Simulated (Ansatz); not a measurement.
# AlBH8Si2: up Jacob's ladder to CCSD(T)

How much do the methods differ for AlBH8Si2? The plan is to run it at one geometry with functionals of several rungs and with coupled cluster, and see how far each lands from CCSD(T) at the basis-set limit for the atomisation energy.

Computed with Ansatz 0.2.0, Gaussian basis. Level: functionals in def2-TZVPP, the program's frozen cores in correlated methods.

The runs, in order: PBE-D4, r2SCAN-D4, PBE0-D4, B3LYP-D4, ωB97X-V, ωB97M-V, B2PLYP; CCSD(T)/def2-TZVPP; MP2/def2-QZVPP; extrapolation to the limit.

## (1) The relaxed structure

An earlier PBE0-D4 in a triple-zeta def2 set relaxation fixed the geometry.

SMILES `[SiH3][BH][AlH][SiH3]`, 12 atoms, charge 0, spin multiplicity 1.

Atoms are counted from 1 here; the program's logs count them from 0.

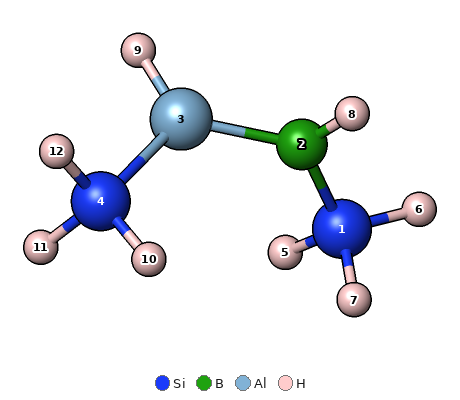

The geometry (silicon blue, boron green, aluminium light blue, hydrogen pink); atoms are numbered from 1 in the order of the file.

## (2) PBE-D4 (GGA)

in.yaml

```yaml
crystal:
  periodic: [false, false, false]
  atoms:
    - {symbol: Si, position_ang: [-2.103940, 1.357974, -0.235851]}
    - {symbol: B, position_ang: [-0.878921, 0.496887, 1.101494]}
    - {symbol: Al, position_ang: [0.251517, -1.221547, 0.691639]}
    - {symbol: Si, position_ang: [2.390090, -1.022795, -0.518430]}
    - {symbol: H, position_ang: [-2.543023, 0.463443, -1.343460]}
    - {symbol: H, position_ang: [-3.318230, 1.975796, 0.366695]}
    - {symbol: H, position_ang: [-1.282477, 2.448647, -0.847181]}
    - {symbol: H, position_ang: [-0.752923, 1.107606, 2.127830]}
    - {symbol: H, position_ang: [-0.272881, -2.677799, 1.073126]}
    - {symbol: H, position_ang: [2.812339, 0.391011, -0.727841]}
    - {symbol: H, position_ang: [2.283680, -1.658425, -1.864670]}
    - {symbol: H, position_ang: [3.491871, -1.715798, 0.210647]}
basis:
  gaussian: {orbitals: def2-TZVPP}
hamiltonian: {xc: pbe, dispersion: d4}
output: {forces: true, orbitals: {seedname: orbitals}}
```

Command:

```sh
> ansatz run in.yaml --threads 4 --pin off --events-out ev --progress --plain --max-ram 10444MiB
```

Further steps of the session: r2SCAN-D4 (meta-GGA); PBE0-D4 (hybrid); B3LYP-D4 (hybrid); ωB97X-V (range-separated); ωB97M-V (range-separated); B2PLYP (double hybrid); CCSD(T) in def2-TZVPP; MP2 in def2-QZVPP.

Before running them: what should the planned runs give, taken together? Wanted: atomisation energy, CCSD(T)/CBS; farthest; mean size of error, hybrid; mean size of error, range-separated; gap, smallest and largest; T1 diagnostic; triples share of the correlation energy.

**Answer**, as computed:

| quantity | value |
| --- | --- |
| atomisation energy, CCSD(T)/CBS | 3341.7 kJ/mol |
| functionals within 16.7 kJ/mol (0.5 %) | B3LYP-D4, ωB97M-V |
| farthest | B2PLYP (-48.5 kJ/mol) |
| mean size of error, hybrid | 18.1 kJ/mol |
| mean size of error, range-separated | 20.0 kJ/mol |
| gap, smallest and largest | 2.32 eV (PBE-D4), 8.64 eV (ωB97X-V) |
| T1 diagnostic | 0.0144 |
| triples share of the correlation energy | 3.3 % |

**Reading.** PBE-D4 misses by -31.5 kJ/mol. Double hybrids carry the basis error of their MP2 part in triple zeta, and no dispersion term here, so their miss is partly the set-up's. The reference freezes the cores and leaves out relativity and excitations past (T), so misses under about 16.7 kJ/mol can't be ranked. Hartree-Fock recovers 78 % of the binding; the rest is correlation. The gap grows from 2.3 to 8.6 eV across the functionals, mostly with the share of exact exchange.
